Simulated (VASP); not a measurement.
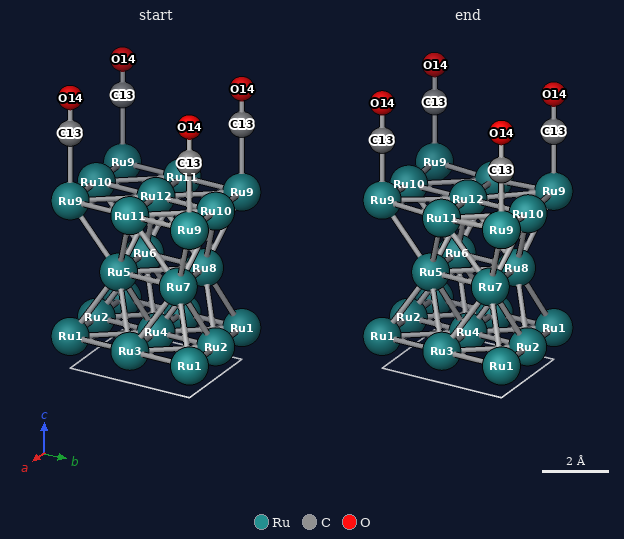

The structure of a slab of composition Ru12CO before (left) and after (right) a relaxation, at one scale.

The picture is a ball-and-stick view of the cell of the calculation, outlined in the plane, without the vacuum, seen slightly off an axis.

The run lets the atoms move in a fixed cell. 8 atoms are held fixed.

Computed with Kohn-Sham DFT of a periodic cell, PBE with D3(BJ), VASP PAW PBE potentials, recommended in VASP 6.6.1.

Input
```
PREC = Accurate
ENCUT = 400
EDIFF = 1E-6
ISMEAR = 1
SIGMA = 0.1
LREAL = Auto
LASPH = True
NELM = 100
ALGO = Fast
ISIF = 2
LWAVE = False
LCHARG = False
GGA = PE
IVDW = 12
IBRION = 2
NSW = 120
EDIFFG = -0.03
ISYM = 0
KPAR = 4
```

Launched with:
```bash
cat potpaw_PBE.64/Ru_pv/POTCAR potpaw_PBE.64/C/POTCAR potpaw_PBE.64/O/POTCAR > POTCAR
mpirun -np 4 vasp_std > vasp.out
```

**Describe what moved and what it gained.**

The run was cut off at its time limit before the relaxation converged, so the last structure is only a point on the way. After 16 geometry steps the energy has fallen by 0.521 eV per cell of the calculation. The largest force component goes from 5.6 to 1.3 eV/Å. C13 moves most: 0.22 Å along the normal (−c). Largest moves by element: C 0.22 Å, O 0.17 Å, Ru 0.08 Å. The cell stays as it was. Among the contacts that change: Ru9–C13 2.131 → 1.887 Å, Ru6–Ru10 2.646 → 2.575 Å, Ru5–Ru11 2.646 → 2.586 Å, C13–O14 1.127 → 1.178 Å. At step 1 the optimiser overshot: the energy rose above the start, and later steps came back.
